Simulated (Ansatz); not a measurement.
Starting cell, AlN (zinc blende):

```
CELL_PARAMETERS angstrom
      0.00000     4.36954     4.36954
      2.18477     2.18477     4.36954
      2.18477     2.18477     0.00000
ATOMIC_POSITIONS crystal
  N  0.00000 0.75000 0.75000
  N  0.50000 0.75000 0.75000
  Al 0.00000 0.00000 0.00000
  Al 0.50000 0.00000 0.00000
```

A phonon eigenvector at X = (0.5, 0.5, 0.0) is frozen into this cell: atom i moves by Q times the vector below, so Q is the largest atomic displacement, in Å. The cell is held. (q is in reciprocal vectors of the primitive cell; the cell shown is doubled to hold the pattern.)

```json
[
 {"atom": "N1", "x": "0.000", "y": "0.000", "z": "1.000"},
 {"atom": "N2", "x": "0.000", "y": "0.000", "z": "-1.000"}
]
```

Atoms not listed stay in place.

All values below come from r2SCAN (plane waves to 500 eV, PAW, scalar-relativistic; Ansatz, a first-principles code). k mesh 13×13×13 (Γ-centred), Fermi-Dirac smearing 0.05 eV. Energies are smeared free energies. AlN was relaxed with its symmetry unable to fall. The PAW data are Ansatz's earlier set. ΔE is measured from the undisplaced structure.

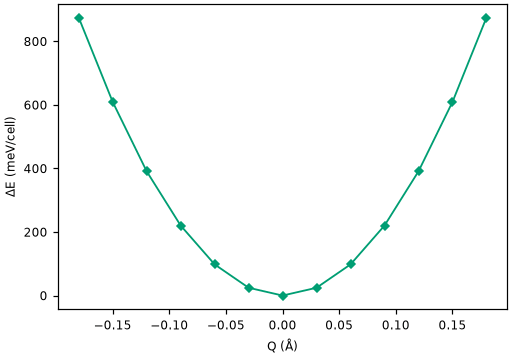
Fig. 1. ΔE (meV/cell) against Q (Å); one marker a computed point.

**Question.** What is the energy change at Q = 0.180 Å?

**Answer.** About 870 meV/cell.

**Question.** What harmonic wavenumber does the curvature at Q = 0 give?

**Answer.** About 730 cm⁻¹.

(A displaced cell: forces are minus the slopes of the energy, force constants its curvatures, and phonons follow from these.)
